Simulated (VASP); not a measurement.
Band structure of HfN (rock salt). All values below come from SCAN meta-GGA, VASP's PBE PAW potentials (set 64) (plane waves; VASP).

Unless said otherwise, spin-orbit coupling is left out, though it shifts the bands of the heavy elements here.

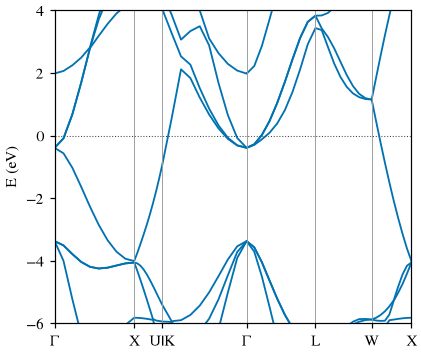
*Bands along high-symmetry lines, zero at the valence-band maximum or, without a gap, the Fermi level*

Question: Read the plot: is there a gap, and where are the band edges?

Answer: It has no gap at this level: it comes out as a metal or semimetal.

The compound is HfN in the rock salt structure. It was relaxed first. The electron count is odd and the run is not spin-polarised, which forces a metal.
